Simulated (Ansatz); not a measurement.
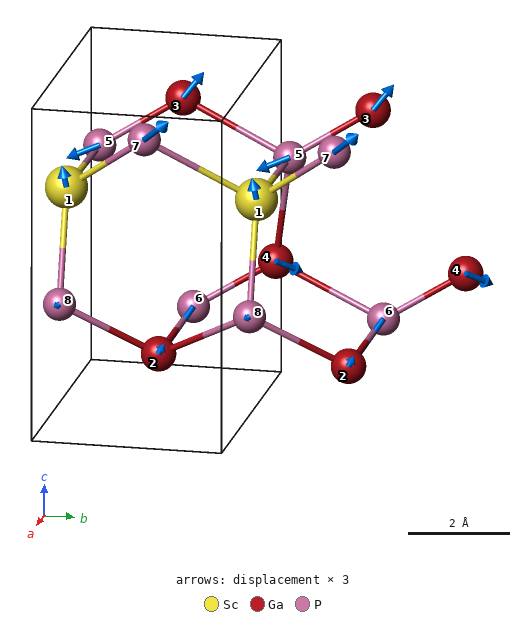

This is a relaxation of a crystal of ScGa3P4 (built on the MgZn3S4-6 type type). The starting structure is drawn; blue arrows show the displacements (the part carried along by the change of the cell is left out), magnified 3 times.

A ball-and-stick model of the cell of the calculation, repeated 1 × 2 × 1 with one cell outlined, seen slightly off an axis.

Case: shaken.

Theory: DFT, PBEsol, plane waves, PAW (Ansatz). Settings: plane-wave cutoff 420 eV; k-point mesh 4 × 4 × 4; occupations fermi dirac; smearing width 0.05 eV; no spin polarisation; cell and atoms relaxed; force threshold 0.01 eV/Å; at most 120 steps.

What happened in the run?

Answer. After 5 accepted moves (6 points after the start) the energy has fallen by 556 meV per atom. Largest force component: 8.7 eV/Å at the start, 0.0035 eV/Å at the end. Pressure: 11.35 GPa at the start and 0.01 GPa at the end. The SCF was repeated once at an unchanged geometry on a basis and grid sized afresh for the cell, which shifted the energy by 0.2 meV per atom at most. The atom that moves furthest relative to the cell is P6 (0.40 Å roughly along [0 −1 −1]). By element the largest moves are P 0.40 Å, Ga 0.25 Å, Sc 0.15 Å. The volume changes by +3.0 %, with a 6.329 → 6.427 Å (+1.6 %), b 3.847 → 3.901 Å (+1.4 %), c 6.874 → 6.869 Å (−0.1 %), α 91.4° → 90.0°, β 90.1° → 90.4°, γ 91.6° → 90.0°. Near-neighbour distances that change, for instance: Ga4–P6 1.881 → 2.392 Å, Ga3–P5 1.914 → 2.389 Å, Ga3–P6 2.850 → 2.400 Å, Sc1–P7 2.204 → 2.488 Å. Bond angles that change, for instance: Ga2–P6–Ga3 94.7° → 110.9°, P6–Ga4–P8 97.2° → 110.1°, P6–Ga2–P8 99.3° → 111.5°. The space group stays P1 (No. 1). Cost: 67 s on 4 threads of Arm Neoverse V1, with other jobs on the host, peak memory 0.61 GiB.
